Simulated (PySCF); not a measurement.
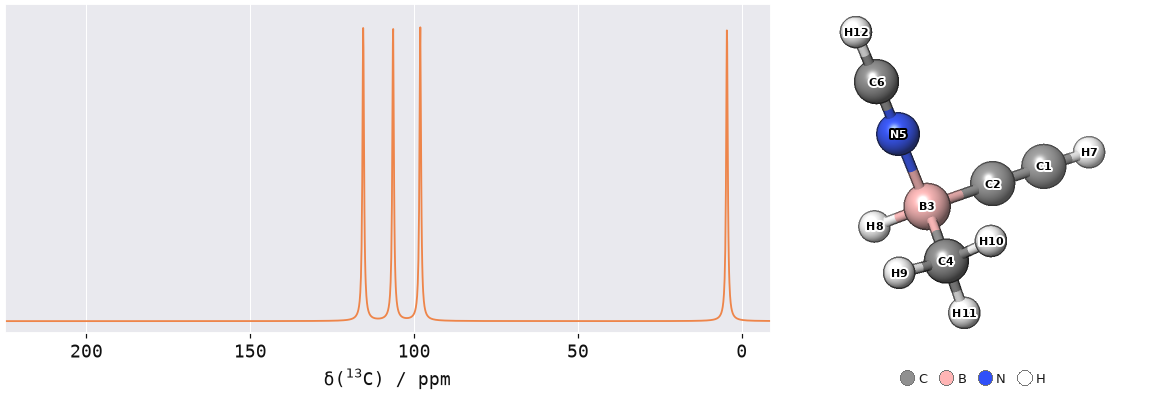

Spectrum and numbered structure of C₄H₆BN, SMILES C#C[B@@H-](C)[N+]#C. GIAO shifts, LC-wPBE/pcSseg-2, PySCF, at a PBE0-D3(BJ)/def2-SVP geometry (no frequency check), against TMS for ¹³C computed at the same level. Gas phase, fully decoupled, line heights follow the number of nuclei, widths are arbitrary (no quadrupolar broadening); values of one conformer, averaged over methyl-type rotors and exact or near symmetry.

### Which atoms give which ¹³C line?

```tsv
δ (ppm)	nuclei	atoms
115.5	1	C6
106.4	1	C2
98.1	1	C1
4.5	1	C4
```
